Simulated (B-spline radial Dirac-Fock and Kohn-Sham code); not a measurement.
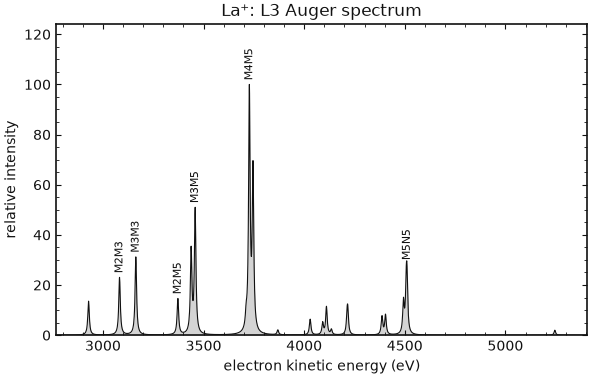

Auger groups that fill an L3 (2p3/2) hole, broadened by 9.0 eV full width. Kinetic energies count from the vacuum level; very weak lines are left out. System: La⁺, configuration [Xe] 5d2. Method: independent-particle Coulomb rates on relativistic LDA orbitals, configuration-average energies from Dirac–Fock (computed with a B-spline radial code).

Describe what the figure shows.

The strongest group is L3-M4M5 at 3.728 keV (21 % of the non-radiative width), followed by L3-M5M5 at 3.746 keV (14 %), L3-M3M5 at 3.458 keV (11 %), L3-M3M4 at 3.438 keV (7.2 %). The lines shown span 2.929 keV to 5.246 keV.
